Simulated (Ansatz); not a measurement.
Run report: CH9NSi, geometry relaxation (part 2 of 2)

CH9NSi; RKS B3LYP-D4/6-31G* (Ansatz 0.2.0). The input holds or restrains some coordinates. It belongs to a series of runs on one base structure; here: pulled along the bonds that form and break, towards end A.

Geometry of the input (Å):
```
Si 0.0000  0.0000  0.0000
H  0.0000  0.0000  1.8100
H  1.3768  0.0000  -0.4862
H  -0.6877  1.1914  -0.4862
H  -0.6877  -1.1914  -0.4862
N  -2.0118  0.0000  0.6685
H  -2.7319  -0.6071  0.1822
C  -2.4083  0.8420  1.8064
H  -2.9160  0.2171  2.5705
H  -1.5064  1.3108  2.2524
H  -3.1022  1.6347  1.4568
H  -0.9927  0.0000  1.7642
```

### Trajectory as extended XYZ, continued
```
12
Properties=species:S:1:pos:R:3:forces:R:3 step=3 energy=-10547.01282
Si    0.2327    0.0062    0.0334   -5.8065   0.1652   1.1992
H     0.2672    0.0089    1.6416    0.5442   0.0344  -1.5249
H     1.4539   -0.0007   -0.5028    3.8375  -0.0636  -1.3181
H    -0.6486    1.1840   -0.4836    1.5012  -0.4531   0.2929
H    -0.6518   -1.1827   -0.4811    1.4834   0.4663   0.3008
N    -2.1832   -0.0142    0.8521    4.8851  -0.9421  -0.3395
H    -2.7396   -0.6101    0.2220    0.3813   0.1301   1.6661
C    -2.4836    0.8770    1.8388   -3.0750   2.1752   1.8421
H    -2.9303    0.2397    2.5977   -0.7894   1.1514   1.5420
H    -1.5245    1.3142    2.2499   -0.8966   0.2284  -0.1518
H    -3.1191    1.6588    1.4697   -0.8179   1.1410   0.5341
H    -1.3409   -0.0836    1.6147   -1.2473  -4.0332  -4.0429
12
Properties=species:S:1:pos:R:3:forces:R:3 step=4 energy=-10548.28332
Si    0.3305    0.0125    0.0246   -5.2514   0.0826   0.1386
H     0.3464    0.0263    1.5391    0.4246  -0.0161  -0.4546
H     1.5633   -0.0043   -0.5463    2.9570  -0.0542  -1.1050
H    -0.5990    1.1667   -0.4697    1.4154  -0.4786   0.3214
H    -0.6004   -1.1631   -0.4696    1.5035   0.5355   0.3404
N    -2.2794   -0.0440    0.9171    4.5354   0.1881   0.1549
H    -2.7506   -0.6073    0.2611   -0.7623  -0.6321   0.1016
C    -2.5468    0.9081    1.8767   -1.7554   1.4421   1.4565
H    -2.9684    0.2888    2.6617   -0.8942   1.2944   1.5509
H    -1.5576    1.3245    2.2465   -1.0650   0.0896  -0.2723
H    -3.1525    1.6999    1.4917   -0.8789   1.0180   0.4203
H    -1.4534   -0.2107    1.5194   -0.2285  -3.4692  -2.6526
12
Properties=species:S:1:pos:R:3:forces:R:3 step=5 energy=-10549.66471
Si    0.3771    0.0247   -0.0326   -2.7236  -0.0924  -0.1155
H     0.3765    0.0297    1.4530    0.4245   0.0016   0.0727
H     1.6871   -0.0058   -0.5890    1.2618   0.0078  -0.4399
H    -0.5038    1.1645   -0.4663    0.8081   0.0301  -0.0409
H    -0.4929   -1.1500   -0.4614    0.9306   0.1334   0.0106
N    -2.3519   -0.0838    0.9720    3.7600  -0.1893   0.6511
H    -2.8330   -0.6214    0.2648   -0.2918   0.3297   0.7224
C    -2.6086    0.9390    1.9310   -0.9617  -0.1450   0.0540
H    -3.0333    0.3904    2.7757   -0.6217   1.1241   0.8436
H    -1.6203    1.3418    2.2408   -0.5253   0.1211  -0.0852
H    -3.2037    1.7523    1.5286   -0.4781   0.2965   0.3390
H    -1.4610   -0.3840    1.4357   -1.5828  -1.6175  -2.0118
12
Properties=species:S:1:pos:R:3:forces:R:3 step=6 energy=-10550.45855
Si    0.3914    0.0319   -0.0884   -0.9364   0.0177  -0.0791
H     0.3480    0.0062    1.3883    0.4533   0.0570   0.2276
H     1.7697    0.0028   -0.6008    0.3132   0.0424  -0.0717
H    -0.3937    1.2157   -0.5152    0.3674   0.0975  -0.1767
H    -0.3693   -1.1755   -0.5095    0.3250  -0.0888  -0.2246
N    -2.3678   -0.1143    1.0536    3.2900  -1.0001   0.3251
H    -2.8906   -0.5797    0.3388   -0.5881   0.1573   0.2135
C    -2.6550    0.9344    1.9678   -0.1033  -0.0863   0.2333
H    -3.1157    0.5296    2.8744   -0.3891   0.4560   0.4035
H    -1.6815    1.3642    2.2512   -0.2213   0.1672   0.1143
H    -3.2461    1.7402    1.5430   -0.3528   0.1598  -0.0762
H    -1.4573   -0.5580    1.3491   -2.1578   0.0203  -0.8889
12
Properties=species:S:1:pos:R:3:forces:R:3 step=7 energy=-10550.80394
Si    0.4069    0.0202   -0.1361   -0.3648   0.1112  -0.3160
H     0.3233   -0.0492    1.3361    0.3907   0.0259   0.2044
H     1.8230    0.0140   -0.5832    0.1137   0.0118   0.0439
H    -0.2807    1.2496   -0.6012    0.1817   0.0017  -0.0676
H    -0.2699   -1.1874   -0.6821    0.1070   0.0098  -0.0540
N    -2.3281   -0.1082    1.0958    2.0034  -0.3334  -0.1497
H    -2.9580   -0.6099    0.4909   -0.3259   0.0542   0.4176
C    -2.6791    0.9488    2.0054   -0.2967  -0.2463   0.1097
H    -3.2273    0.5915    2.8976   -0.0110   0.2517   0.0345
H    -1.7387    1.4107    2.3370   -0.1632   0.0456   0.0753
H    -3.2735    1.7347    1.5206   -0.0053  -0.0988  -0.0229
H    -1.4656   -0.6172    1.3718   -1.6296   0.1665  -0.2752
12
Properties=species:S:1:pos:R:3:forces:R:3 step=8 energy=-10551.02432
Si    0.4412    0.0271   -0.2039   -0.1717   0.0468  -0.2015
H     0.2546   -0.0711    1.2563    0.4352   0.0732   0.1979
H     1.8955   -0.0275   -0.5292    0.0113   0.0008   0.0259
H    -0.1290    1.2980   -0.7160    0.0830  -0.0439  -0.0217
H    -0.2226   -1.1580   -0.8097    0.0526   0.0436  -0.0784
N    -2.2837   -0.0566    1.0705    0.7343  -0.8172  -0.2700
H    -3.0107   -0.6586    0.6776    0.0511   0.2420   0.4059
C    -2.7076    0.9429    2.0263   -0.1163   0.2607   0.1394
H    -3.2699    0.5980    2.9137    0.0244  -0.1452  -0.0948
H    -1.8004    1.4378    2.3881   -0.0335   0.1153   0.0673
H    -3.3153    1.7084    1.5277   -0.0002  -0.0471  -0.0009
H    -1.5199   -0.6430    1.4510   -1.0699   0.2711  -0.1692
12
Properties=species:S:1:pos:R:3:forces:R:3 step=9 energy=-10551.07367
Si    0.4487    0.0251   -0.2160    0.1106   0.0104  -0.4030
H     0.2785   -0.1495    1.2348    0.2756   0.0410   0.2526
H     1.9065   -0.0726   -0.5186    0.0210  -0.0049   0.0165
H    -0.0194    1.3515   -0.6810   -0.0396   0.0054   0.0449
H    -0.2344   -1.0819   -0.9330   -0.0016   0.0260   0.0035
N    -2.2849   -0.0660    1.0639    0.4560  -0.5801   0.2043
H    -3.0442   -0.7210    0.8647    0.1075   0.1264   0.0036
C    -2.7227    0.9633    2.0072   -0.0118  -0.0505   0.0423
H    -3.2646    0.5862    2.8891    0.0141  -0.0052   0.0504
H    -1.8407    1.5049    2.3617   -0.0080   0.0812  -0.0122
H    -3.3747    1.6777    1.4956   -0.0068   0.0389  -0.0256
H    -1.5160   -0.6203    1.4839   -0.9170   0.3115  -0.1773
12
Properties=species:S:1:pos:R:3:forces:R:3 step=10 energy=-10551.08916
Si    0.4541    0.0146   -0.2118    0.0621   0.0684  -0.3524
H     0.2806   -0.2581    1.2230    0.2927  -0.0078   0.2561
H     1.9123   -0.0770   -0.5184    0.0035  -0.0014   0.0017
H    -0.0048    1.3792   -0.5659   -0.0104  -0.0081   0.0261
H    -0.2488   -1.0224   -1.0072    0.0094   0.0076  -0.0092
N    -2.2752   -0.0853    1.0791    0.4579  -0.2917   0.3291
H    -3.0379   -0.7296    0.8767    0.0198  -0.0143   0.0145
C    -2.7252    0.9749    1.9876    0.0248  -0.0267  -0.0394
H    -3.1871    0.6174    2.9222    0.0101   0.0334   0.0328
H    -1.8601    1.5943    2.2471   -0.0311   0.0249   0.0281
H    -3.4504    1.6214    1.4794    0.0338  -0.0582  -0.0271
H    -1.5254   -0.6318    1.5406   -0.8726   0.2739  -0.2603
12
Properties=species:S:1:pos:R:3:forces:R:3 step=11 energy=-10551.09647 accepted=F
Si    0.4568   -0.0023   -0.2033   -0.0610   0.1633  -0.2534
H     0.3077   -0.4484    1.2046    0.2757   0.0004  -0.0050
H     1.9136   -0.0603   -0.5363   -0.0417   0.0217   0.0150
H    -0.0074    1.4116   -0.3733    0.0851  -0.2700   0.0404
H    -0.2525   -0.9380   -1.1255    0.0596   0.1234   0.1220
N    -2.2682   -0.1091    1.1033    0.5569  -0.1869   0.5078
H    -3.0332   -0.7572    0.9353   -0.0468  -0.0899  -0.0092
C    -2.7283    0.9969    1.9556    0.0606   0.2100   0.0202
H    -3.1091    0.6906    2.9536    0.0702   0.1234  -0.2510
H    -1.8919    1.7071    2.1087   -0.2981  -0.2810  -0.0415
H    -3.5288    1.5457    1.4301    0.1952  -0.1454   0.1678
H    -1.5265   -0.6391    1.5996   -0.8558   0.3310  -0.3131
12
Properties=species:S:1:pos:R:3:forces:R:3 step=12 energy=-10551.09437
Si    0.4520    0.0089   -0.2187   -0.0274   0.1366  -0.2809
H     0.2689   -0.3409    1.1994    0.3374  -0.0636   0.2085
H     1.9133   -0.0552   -0.5219   -0.0176   0.0064  -0.0093
H    -0.0230    1.3942   -0.4743    0.0408  -0.0705  -0.0075
H    -0.2460   -0.9787   -1.0834    0.0335   0.0401   0.0246
N    -2.2606   -0.1085    1.1079    0.5044  -0.3243   0.4181
H    -3.0285   -0.7477    0.9148   -0.0391  -0.0368  -0.0089
C    -2.7182    0.9862    1.9712   -0.0083  -0.0842  -0.0331
H    -3.1798    0.6719    2.9213   -0.0134  -0.0065   0.0152
H    -1.8689    1.6316    2.2099    0.0679   0.0296  -0.0116
H    -3.4461    1.5932    1.4259   -0.0405   0.0272  -0.0264
H    -1.5311   -0.6574    1.6002   -0.8377   0.3459  -0.2888
```

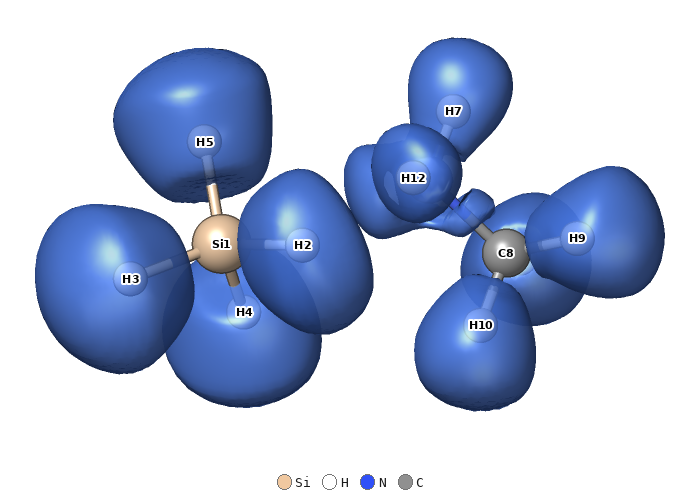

Figure 1. Isosurface of the ELF at 0.8 (blue), seen at a tilt. Core shells and regions of very low density are left out. Profiles from the grid: Si1···N6 (3.02 Å): the ELF is only about 0.05 between them. C–N (1.47 Å): the ELF peaks at about 0.95 between the atoms (a covalent bond).

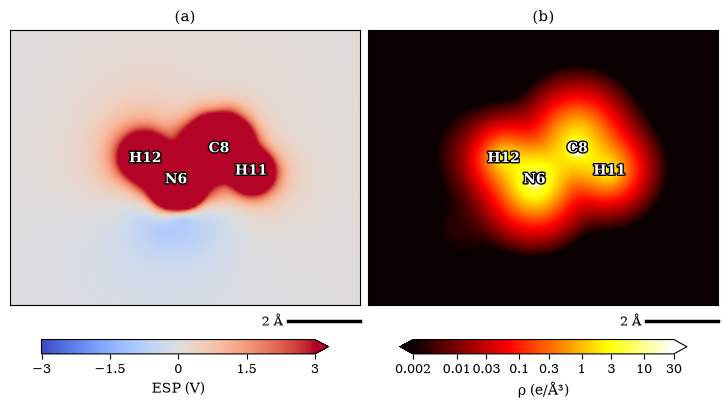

Figure 2. (a) molecular electrostatic potential; (b) electron density on the plane of atoms C8, N6 and H12. N–H (1.04 Å): ρ at the midpoint is about 2.7 e/Å³, with its minimum of 2.1 e/Å³ about 0.8 Å from N. C–H (1.09 Å): ρ at the midpoint is about 2 e/Å³.

### Results in brief

```json
{"quantity": "outcome", "value": "converged under the restraints of the input"}
{"quantity": "total energy", "value": "−10551.0946 eV"}
{"quantity": "mean-field energy", "value": "−10550.8367 eV"}
{"quantity": "largest force (length of the vector) at the end, held atoms and coordinates included", "value": "0.951 eV/Å"}
{"quantity": "hardware", "value": "1 thread of Arm Neoverse V2, 24 GiB of memory available, shared host"}
{"quantity": "wall time", "value": "30 s"}
{"quantity": "peak memory", "value": "0.14 GiB"}
```
